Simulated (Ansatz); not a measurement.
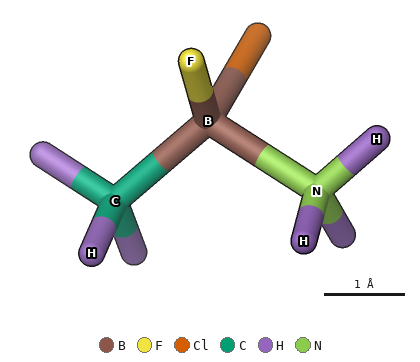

Fig. 1: The starting structure (stick view, seen at a tilt). Bond lengths as drawn: B–C 1.59 Å, B–Cl 1.88 Å, B–F 1.38 Å, B–N 1.66 Å, C–H 1.10 to 1.11 Å and H–N 1.02 Å.

CH$_{6}$BClFN: nudged elastic band

The run: nudged elastic band of CH$_{6}$BClFN. Method and program: RKS r2SCAN/def2-SVP (Ansatz 0.2.0).

It belongs to a series of runs on one base structure; here: band between the two ends.

**What the program printed**
```
Engine: ansatz 0.2.0, aarch64-unknown-linux-gnu
Functional definition: r2SCAN
  parameter k0 = 0.174
  parameter k1 = 0.065
  parameter a1 = 4.9479
  exchange = r2scan_x(k0 = k0, k1 = k1, a1 = a1)
  correlation = r2scan_c
1175 factors; their error is unknown
mean field evaluation 1: about -18523.3023 eV, gradient 6.5e1 eV
mean field evaluation 2: about -18516.4650 eV, gradient 8.3e1 eV
mean field evaluation 4: about -18532.3504 eV, gradient 3.1e0 eV
mean field evaluation 8: about -18532.3775 eV, gradient 7.8e-2 eV
mean field evaluation 16: about -18532.3223 eV, gradient 5.4e-5 eV
mean field -18532.32232894 eV, -681.0502839294 hartree, gradient 5.4e-5 eV, S^2 0.000000; 0 other end points of the search recorded, 0 dependent functions left out
the calculation of the forces begins
reference -18532.32233779 eV, -681.0502842544 hartree; 25, 25 occupied and 79, 79 virtual orbitals, 1175 factors
1175 factors; their error is unknown
mean field evaluation 32: about -18531.2898 eV, gradient 1.2e-4 eV
mean field -18531.28983244 eV, -681.0123403829 hartree, gradient 3.2e-5 eV, S^2 0.000000; 0 other end points of the search recorded, 0 dependent functions left out
[... from here on the field's lines of each further geometry are left out, up to the last ...]
NEB iter   1: max|band force component| = 5.129e1 eV/Å  barrier→ = 8.7537 eV  barrier← = 7.7212 eV  Δτ_max = 0.1995 Å  (256 SCF iters)
NEB iter   2: max|band force component| = 4.984e0 eV/Å  barrier→ = 3.0994 eV  barrier← = 2.0669 eV  Δτ_max = 0.2000 Å  (244 SCF iters)
NEB iter   3: max|band force component| = 4.048e0 eV/Å  barrier→ = 2.0422 eV  barrier← = 1.0097 eV  Δτ_max = 0.2000 Å  (219 SCF iters)
NEB iter   4: max|band force component| = 3.590e0 eV/Å  barrier→ = 1.7188 eV  barrier← = 0.6863 eV  Δτ_max = 0.1947 Å  (230 SCF iters)
NEB iter   5: max|band force component| = 3.075e0 eV/Å  barrier→ = 1.4527 eV  barrier← = 0.4202 eV  Δτ_max = 0.1498 Å  (206 SCF iters)
NEB iter   6: max|band force component| = 2.021e0 eV/Å  barrier→ = 1.4237 eV  barrier← = 0.3912 eV  Δτ_max = 0.1373 Å  (200 SCF iters)
NEB iter   7: max|band force component| = 5.036e-1 eV/Å  barrier→ = 1.3637 eV  barrier← = 0.3312 eV  Δτ_max = 0.0743 Å  (205 SCF iters)
NEB iter   8: max|band force component| = 4.984e-1 eV/Å  barrier→ = 1.3087 eV  barrier← = 0.2762 eV  CI = image 6  Δτ_max = 0.2000 Å  (208 SCF iters)
NEB iter   9: max|band force component| = 5.608e-1 eV/Å  barrier→ = 1.4694 eV  barrier← = 0.4369 eV  CI = image 6  Δτ_max = 0.0982 Å  (218 SCF iters)
NEB iter  10: max|band force component| = 5.411e-1 eV/Å  barrier→ = 1.4599 eV  barrier← = 0.4274 eV  CI = image 6  Δτ_max = 0.0629 Å  (206 SCF iters)
NEB iter  11: max|band force component| = 3.882e-1 eV/Å  barrier→ = 1.4654 eV  barrier← = 0.4329 eV  CI = image 6  Δτ_max = 0.0431 Å  (202 SCF iters)
NEB iter  12: max|band force component| = 9.581e-2 eV/Å  barrier→ = 1.4575 eV  barrier← = 0.4250 eV  CI = image 6  Δτ_max = 0.0344 Å  (212 SCF iters)
NEB iter  13: max|band force component| = 1.382e-1 eV/Å  barrier→ = 1.4570 eV  barrier← = 0.4245 eV  CI = image 6  Δτ_max = 0.0172 Å  (214 SCF iters)
NEB iter  14: max|band force component| = 8.457e-2 eV/Å  barrier→ = 1.4566 eV  barrier← = 0.4241 eV  CI = image 6  Δτ_max = 0.0168 Å  (206 SCF iters)
NEB iter  15: max|band force component| = 7.723e-2 eV/Å  barrier→ = 1.4566 eV  barrier← = 0.4241 eV  CI = image 6  Δτ_max = 0.0059 Å  (205 SCF iters)
the calculation of the forces begins
reference -18531.22580952 eV, -681.0099875840 hartree; 25, 25 occupied and 79, 79 virtual orbitals, 1175 factors
1175 factors; their error is unknown
mean field evaluation 1024: about -18530.8659 eV, gradient 1.5e-5 eV
mean field -18530.86589949 eV, -680.9967611340 hartree, gradient 1.5e-5 eV, S^2 0.000000; 1 other end points of the search recorded, 0 dependent functions left out
the calculation of the forces begins
reference -18530.86590808 eV, -680.9967614498 hartree; 25, 25 occupied and 79, 79 virtual orbitals, 1175 factors
NEB iter  16: max|band force component| = 8.247e-3 eV/Å  barrier→ = 1.4564 eV  barrier← = 0.4239 eV  CI = image 6  Δτ_max = 0.0000 Å  (381 SCF iters)
```

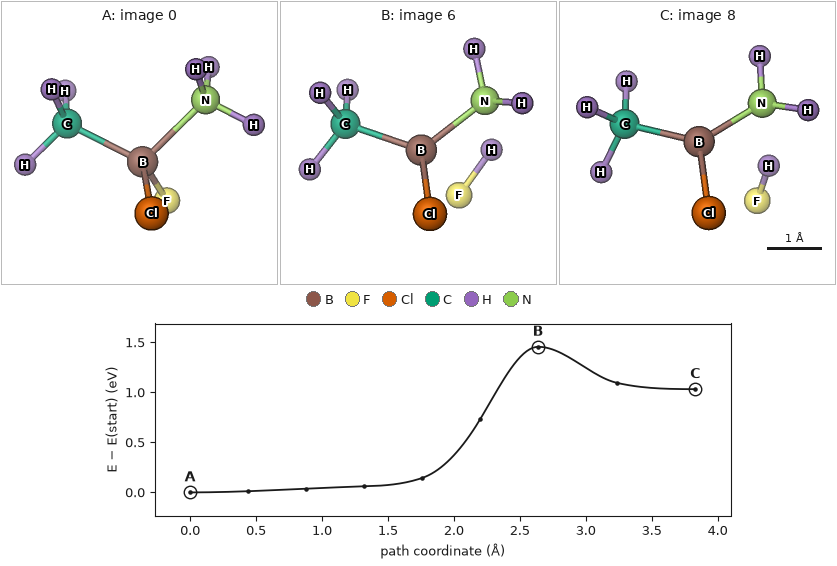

Fig. 2: Images of the last band (counted from 0; ball-and-stick, seen at a tilt) above the energy along the path; the line is a cubic interpolation that uses the forces. The highest image is number 6, 1.456 eV above the start and 0.424 eV above the end (the climbing image); the end lies 1.032 eV above the start. The path is 3.83 Å long. The band converged in 16 iterations.

```
Total energy: -18530.86590808 eV, -680.9967614498 hartree
Atom 0 at     0.089652    -0.388543    -0.026479 Å, force    -0.002760     0.001110     0.000691 eV/Å
Atom 1 at    -0.215263     0.189367     1.689063 Å, force    -0.001118    -0.000331    -0.001630 eV/Å
Atom 2 at     1.612549     0.433958    -0.527488 Å, force     0.002091     0.000688    -0.001455 eV/Å
Atom 3 at    -1.247625    -0.106954    -0.793875 Å, force     0.001043    -0.000646    -0.002384 eV/Å
Atom 4 at    -2.116897    -0.585403    -0.314119 Å, force     0.000343     0.000077     0.000577 eV/Å
Atom 5 at    -1.448356     0.972428    -0.864941 Å, force     0.000235    -0.000014     0.000259 eV/Å
Atom 6 at    -1.174722    -0.491431    -1.825712 Å, force    -0.000733     0.000490     0.000937 eV/Å
Atom 7 at     0.314273    -1.740399     0.619772 Å, force     0.001075    -0.000217     0.004381 eV/Å
Atom 8 at    -0.362565    -2.468773     0.401649 Å, force     0.001257    -0.001488    -0.002965 eV/Å
Atom 9 at     1.264631    -2.104116     0.587574 Å, force    -0.000940    -0.001898    -0.003003 eV/Å
Atom 10 at     0.018323    -0.874133     1.656754 Å, force    -0.000494     0.002230     0.004591 eV/Å
Dipole moment:    -0.157024    -0.765393    -0.005240 e Å
this run last wrote the band of iteration 16 to [file]
```

**The last band as extended XYZ (Å, eV, eV/Å)**
```
11
Properties=species:S:1:pos:R:3:forces:R:3 image=0 energy=-18532.32233
B    -0.1079   -0.0972    0.3149    0.0007  -0.0013  -0.0034
F    -0.4986    0.4339    1.5297   -0.0002  -0.0019  -0.0015
Cl    1.5392    0.6068   -0.2571   -0.0019   0.0012   0.0014
C    -1.2281   -0.1369   -0.8156    0.0015   0.0031   0.0027
H    -2.1566   -0.6203   -0.4607   -0.0006   0.0000  -0.0001
H    -1.4953    0.8944   -1.0972    0.0011  -0.0030   0.0012
H    -0.9063   -0.6443   -1.7400    0.0009   0.0003  -0.0008
N     0.3196   -1.6543    0.7130   -0.0007   0.0028  -0.0019
H    -0.4813   -2.1802    1.0738    0.0012   0.0014   0.0023
H     0.7057   -2.1468   -0.0950   -0.0017  -0.0024  -0.0003
H     1.0436   -1.6190    1.4364   -0.0002  -0.0002   0.0003
11
Properties=species:S:1:pos:R:3:forces:R:3 image=1 energy=-18532.31035
B    -0.0903   -0.0969    0.2957   -0.0020  -0.0004   0.0030
F    -0.4400    0.4617    1.5109   -0.0084  -0.0034   0.0020
Cl    1.5535    0.5709   -0.3296   -0.0009   0.0045   0.0108
C    -1.2439   -0.1328   -0.7998    0.0022  -0.0004  -0.0024
H    -2.1742   -0.5733   -0.3966    0.0007  -0.0017  -0.0068
H    -1.4873    0.8975   -1.1050    0.0025  -0.0006  -0.0032
H    -0.9712   -0.6805   -1.7169    0.0068   0.0001  -0.0017
N     0.3214   -1.6580    0.7111   -0.0004   0.0004   0.0002
H    -0.5034   -2.2473    0.8530   -0.0040   0.0064   0.0242
H     0.9161   -2.0783   -0.0061   -0.0203  -0.0070  -0.0153
H     0.8533   -1.6270    1.5855    0.0237   0.0022  -0.0108
11
Properties=species:S:1:pos:R:3:forces:R:3 image=2 energy=-18532.28457
B    -0.0696   -0.0973    0.2734   -0.0037  -0.0014   0.0058
F    -0.3806    0.4989    1.4820   -0.0119  -0.0035   0.0031
Cl    1.5761    0.5205   -0.3994   -0.0006   0.0072   0.0145
C    -1.2470   -0.1242   -0.7962    0.0030  -0.0009  -0.0027
H    -2.1734   -0.5501   -0.3685    0.0003   0.0011  -0.0068
H    -1.4843    0.9074   -1.1018    0.0050  -0.0014  -0.0074
H    -1.0016   -0.6814   -1.7152    0.0075  -0.0038   0.0001
N     0.3093   -1.6666    0.7237   -0.0021   0.0016   0.0004
H    -0.4872   -2.3028    0.6391   -0.0123   0.0066   0.0266
H     1.0864   -2.0206    0.1616   -0.0180  -0.0085  -0.0265
H     0.6059   -1.6477    1.7035    0.0328   0.0031  -0.0070
11
Properties=species:S:1:pos:R:3:forces:R:3 image=3 energy=-18532.26200
B    -0.0430   -0.1034    0.2468   -0.0101   0.0020   0.0121
F    -0.3086    0.5338    1.4467   -0.0054   0.0091   0.0022
Cl    1.6060    0.4467   -0.4733    0.0006   0.0012   0.0073
C    -1.2434   -0.1098   -0.7971    0.0025  -0.0005  -0.0020
H    -2.1639   -0.5373   -0.3586   -0.0029   0.0054  -0.0012
H    -1.4801    0.9289   -1.0783    0.0037  -0.0027  -0.0141
H    -1.0197   -0.6513   -1.7309    0.0080  -0.0116   0.0089
N     0.2871   -1.6775    0.7428   -0.0026   0.0041  -0.0046
H    -0.4274   -2.3492    0.4539   -0.0086   0.0079   0.0064
H     1.1969   -1.9779    0.3845   -0.0075   0.0044  -0.0201
H     0.3299   -1.6670    1.7655    0.0221  -0.0192   0.0051
11
Properties=species:S:1:pos:R:3:forces:R:3 image=4 energy=-18532.17781
B    -0.0054   -0.1500    0.1825   -0.0493   0.1323   0.0899
F    -0.2634    0.4614    1.4175   -0.0038   0.2178  -0.1149
Cl    1.6286    0.4210   -0.5203    0.0077  -0.0451  -0.0305
C    -1.2417   -0.1028   -0.8126   -0.0067   0.0126   0.0046
H    -2.1305   -0.5893   -0.3706   -0.0197   0.0174  -0.0177
H    -1.5027    0.9583   -0.9539   -0.0455  -0.0005  -0.0665
H    -1.0696   -0.5329   -1.8119    0.0617  -0.0326   0.0331
N     0.2903   -1.6968    0.7328   -0.0137   0.0208   0.0414
H    -0.3552   -2.4201    0.4102   -0.0012   0.0362  -0.0267
H     1.2559   -2.0075    0.6034   -0.0108   0.0635  -0.0536
H     0.1276   -1.5053    1.7251    0.0812  -0.4224   0.1410
11
Properties=species:S:1:pos:R:3:forces:R:3 image=5 energy=-18531.59041
B     0.0374   -0.2482    0.1073   -0.2770   0.7396   0.6930
F    -0.2402    0.2922    1.5063    0.0075   0.5469  -0.9894
Cl    1.6207    0.4418   -0.5136    0.0530  -0.0359  -0.0538
C    -1.2424   -0.1091   -0.8061   -0.0042   0.0216  -0.0035
H    -2.1187   -0.5922   -0.3394   -0.0335   0.0355  -0.0171
H    -1.4671    0.9656   -0.8895   -0.0958   0.0074  -0.0566
H    -1.1355   -0.5019   -1.8297    0.0919  -0.0235   0.0354
N     0.3035   -1.7187    0.6970   -0.0697   0.1004   0.3811
H    -0.3605   -2.4476    0.4299   -0.0357   0.1171   0.1573
H     1.2617   -2.0668    0.6283   -0.0370   0.1353   0.1152
H     0.0751   -1.1791    1.6116    0.4005  -1.6444  -0.2616
11
Properties=species:S:1:pos:R:3:forces:R:3 image=6 energy=-18530.86590
B     0.0897   -0.3885   -0.0265   -0.0028   0.0011   0.0007
F    -0.2153    0.1894    1.6891   -0.0011  -0.0003  -0.0016
Cl    1.6125    0.4340   -0.5275    0.0021   0.0007  -0.0015
C    -1.2476   -0.1070   -0.7939    0.0010  -0.0006  -0.0024
H    -2.1169   -0.5854   -0.3141    0.0003   0.0001   0.0006
H    -1.4484    0.9724   -0.8649    0.0002   0.0000   0.0003
H    -1.1747   -0.4914   -1.8257   -0.0007   0.0005   0.0009
N     0.3143   -1.7404    0.6198    0.0011  -0.0002   0.0044
H    -0.3626   -2.4688    0.4016    0.0013  -0.0015  -0.0030
H     1.2646   -2.1041    0.5876   -0.0009  -0.0019  -0.0030
H     0.0183   -0.8741    1.6568   -0.0005   0.0022   0.0046
11
Properties=species:S:1:pos:R:3:forces:R:3 image=7 energy=-18531.22580
B     0.1530   -0.5394   -0.2668    0.0392  -0.0959  -0.1542
F    -0.2664    0.1974    2.0763   -0.0531   0.0003   0.2561
Cl    1.6237    0.4050   -0.6061    0.0075  -0.0031  -0.0366
C    -1.2392   -0.1189   -0.8314    0.0088  -0.0126  -0.0328
H    -2.0825   -0.5876   -0.3004    0.0252  -0.0151  -0.0051
H    -1.3859    0.9706   -0.8312    0.0355  -0.0086   0.0174
H    -1.2807   -0.4484   -1.8849   -0.0569   0.0257  -0.0449
N     0.3432   -1.7614    0.4493    0.0179  -0.0142  -0.1080
H    -0.3862   -2.4685    0.4453   -0.0038  -0.0019   0.0251
H     1.2751   -2.1429    0.5810    0.0149  -0.0111   0.0040
H    -0.0201   -0.6699    1.7710   -0.0353   0.1364   0.0790
11
Properties=species:S:1:pos:R:3:forces:R:3 image=8 energy=-18531.28983
B     0.1588   -0.6105   -0.3845    0.0019  -0.0009  -0.0087
F    -0.2578    0.1838    2.3120    0.0038  -0.0079  -0.0042
Cl    1.6317    0.2853   -0.8358   -0.0036  -0.0035   0.0028
C    -1.2422   -0.1421   -0.8874    0.0113  -0.0185   0.0065
H    -2.0752   -0.7342   -0.4789   -0.0045  -0.0006  -0.0051
H    -1.4065    0.9151   -0.6263   -0.0046   0.0095   0.0055
H    -1.2829   -0.1981   -1.9884   -0.0018   0.0037  -0.0054
N     0.3437   -1.7465    0.4441   -0.0038   0.0246   0.0051
H    -0.4088   -2.4127    0.5898   -0.0005  -0.0043  -0.0010
H     1.2684   -2.1232    0.6298    0.0036  -0.0118  -0.0012
H     0.0047   -0.5810    1.8276   -0.0017   0.0096   0.0055
```

The run was set up as follows.

**Input file**
```yaml
crystal:
  periodic: [false, false, false]
  atoms:
    - { symbol: B, position_ang: [-0.107939, -0.097198, 0.31487] }
    - { symbol: F, position_ang: [-0.49857, 0.433871, 1.529683] }
    - { symbol: Cl, position_ang: [1.539156, 0.606754, -0.257137] }
    - { symbol: C, position_ang: [-1.2281, -0.136885, -0.815575] }
    - { symbol: H, position_ang: [-2.156556, -0.620319, -0.460678] }
    - { symbol: H, position_ang: [-1.495291, 0.89437, -1.097171] }
    - { symbol: H, position_ang: [-0.906256, -0.644313, -1.74002] }
    - { symbol: "N", position_ang: [0.319598, -1.654298, 0.713047] }
    - { symbol: H, position_ang: [-0.481336, -2.180177, 1.073842] }
    - { symbol: H, position_ang: [0.705715, -2.146788, -0.095022] }
    - { symbol: H, position_ang: [1.043578, -1.619015, 1.43636] }
basis:
  gaussian: { orbitals: def2-SVP }
hamiltonian:
  xc: r2scan
neb:
  order_check: false
  images: 7
  f_tol: 0.05
  max_iterations: 60
  final_atoms:
    - { symbol: B, position_ang: [0.15884563, -0.61052386, -0.38446366] }
    - { symbol: F, position_ang: [-0.25775345, 0.18380447, 2.31204139] }
    - { symbol: Cl, position_ang: [1.63172017, 0.28532652, -0.8358062] }
    - { symbol: C, position_ang: [-1.24219587, -0.14211114, -0.88740193] }
    - { symbol: H, position_ang: [-2.07523109, -0.73418915, -0.47887938] }
    - { symbol: H, position_ang: [-1.40649082, 0.91513167, -0.6262586] }
    - { symbol: H, position_ang: [-1.28292964, -0.19806629, -1.98838609] }
    - { symbol: "N", position_ang: [0.34365508, -1.74646929, 0.44413201] }
    - { symbol: H, position_ang: [-0.40876298, -2.41267417, 0.58978723] }
    - { symbol: H, position_ang: [1.26842092, -2.12321777, 0.62982735] }
    - { symbol: H, position_ang: [0.00472104, -0.58100899, 1.82760686] }
  initial_path:
    images:
      - { positions_ang: [[-0.107939, -0.097198, 0.31487], [-0.49857, 0.433871, 1.529683], [1.539156, 0.606754, -0.257137], [-1.2281, -0.136885, -0.815575], [-2.156556, -0.620319, -0.460678], [-1.495291, 0.89437, -1.097171], [-0.906256, -0.644313, -1.74002], [0.319598, -1.654298, 0.713047], [-0.481336, -2.180177, 1.073842], [0.705715, -2.146788, -0.095022], [1.043578, -1.619015, 1.43636]] }
      - { positions_ang: [[-0.07566372, -0.07557706, 0.23437931], [-0.38540056, 0.33561978, 1.56245303], [1.57119055, 0.43374647, -0.41030311], [-1.25372186, -0.10166232, -0.82741177], [-2.09914585, -0.69090248, -0.50284917], [-1.60151334, 0.89816641, -0.97508789], [-0.95065522, -0.47939831, -1.79127868], [0.32358134, -1.66928853, 0.69535527], [-0.42126348, -2.26781853, 0.87775512], [0.80235809, -2.07854904, 0.27053974], [0.82423304, -1.46833438, 1.46864715]] }
      - { positions_ang: [[-0.04338844, -0.05395612, 0.15388862], [-0.27223111, 0.23736855, 1.59522305], [1.60322511, 0.26073894, -0.56346922], [-1.27934372, -0.06643964, -0.83924854], [-2.0417357, -0.76148596, -0.54502034], [-1.70773567, 0.90196282, -0.85300479], [-0.99505445, -0.31448362, -1.84253737], [0.32756469, -1.68427907, 0.67766355], [-0.36119096, -2.35546006, 0.68166825], [0.89900119, -2.01031008, 0.63610149], [0.60488807, -1.31765376, 1.5009343]] }
      - { positions_ang: [[-0.01111316, -0.03233519, 0.07339793], [-0.15906167, 0.13911733, 1.62799308], [1.63525966, 0.08773141, -0.71663534], [-1.30496557, -0.03121696, -0.8510853], [-1.98432556, -0.83206944, -0.58719152], [-1.81395801, 0.90575923, -0.73092168], [-1.03945367, -0.14956892, -1.89379605], [0.33154803, -1.6992696, 0.65997182], [-0.30111844, -2.44310159, 0.48558137], [0.99564428, -1.94207112, 1.00166323], [0.38554311, -1.16697314, 1.53322144]] }
      - { positions_ang: [[0.02116212, -0.01071425, -0.00709275], [-0.04589223, 0.0408661, 1.66076311], [1.66729422, -0.08527612, -0.86980145], [-1.33058743, 0.00400572, -0.86292207], [-1.92691541, -0.90265292, -0.62936269], [-1.92018035, 0.90955564, -0.60883858], [-1.0838529, 0.01534577, -1.94505473], [0.33553137, -1.71426013, 0.6422801], [-0.24104592, -2.53074312, 0.2894945], [1.09228737, -1.87383216, 1.36722498], [0.16619815, -1.01629252, 1.56550859]] }
      - { positions_ang: [[0.055583, -0.16066665, -0.10143548], [-0.09885753, 0.0766007, 1.82358268], [1.65840071, 0.00737454, -0.86130264], [-1.30848954, -0.0325235, -0.86904204], [-1.96399433, -0.86053698, -0.59174186], [-1.79175797, 0.91094965, -0.61319358], [-1.13362208, -0.03800725, -1.95588757], [0.3375623, -1.72231242, 0.59274308], [-0.28297518, -2.50122588, 0.36456768], [1.13632076, -1.93617857, 1.18287557], [0.12582887, -0.90747164, 1.63103316]] }
      - { positions_ang: [[0.09000388, -0.31061905, -0.1957782], [-0.15182284, 0.11233529, 1.98640225], [1.64950719, 0.1000252, -0.85280382], [-1.28639165, -0.06905271, -0.875162], [-2.00107325, -0.81842104, -0.55412103], [-1.66333558, 0.91234366, -0.61754859], [-1.18339127, -0.09136026, -1.96672041], [0.33959323, -1.73036471, 0.54320605], [-0.32490445, -2.47170865, 0.43964087], [1.18035414, -1.99852497, 0.99852616], [0.08545959, -0.79865075, 1.69655773]] }
      - { positions_ang: [[0.12442476, -0.46057146, -0.29012093], [-0.20478815, 0.14806988, 2.14922182], [1.64061368, 0.19267586, -0.84430501], [-1.26429376, -0.10558193, -0.88128197], [-2.03815217, -0.7763051, -0.51650021], [-1.5349132, 0.91373766, -0.6219036], [-1.23316045, -0.14471327, -1.97755325], [0.34162415, -1.738417, 0.49366903], [-0.36683371, -2.44219141, 0.51471405], [1.22438753, -2.06087137, 0.81417676], [0.04509032, -0.68982987, 1.76208229]] }
      - { positions_ang: [[0.15884563, -0.61052386, -0.38446366], [-0.25775345, 0.18380447, 2.31204139], [1.63172017, 0.28532652, -0.8358062], [-1.24219587, -0.14211114, -0.88740193], [-2.07523109, -0.73418915, -0.47887938], [-1.40649082, 0.91513167, -0.6262586], [-1.28292964, -0.19806629, -1.98838609], [0.34365508, -1.74646929, 0.44413201], [-0.40876298, -2.41267417, 0.58978723], [1.26842092, -2.12321777, 0.62982735], [0.00472104, -0.58100899, 1.82760686]] }
```

Command:
```bash
ansatz run input.yaml --threads 4 --pin off --max-ram 5120MiB --backend cpu --events-out ev --progress --plain --runs-dir out
```

**Key numbers**

```json
{"quantity": "outcome", "value": "converged"}
{"quantity": "barrier, forward", "value": "1.456 eV"}
{"quantity": "barrier, backward", "value": "0.424 eV"}
{"quantity": "hardware", "value": "4 threads of Arm Neoverse V2, 24 GiB of memory available, shared host"}
{"quantity": "wall time", "value": "3.4 min (CPU time 13 min)"}
{"quantity": "peak memory", "value": "0.18 GiB"}
```

**Notes**

The order of the saddle point was not checked.
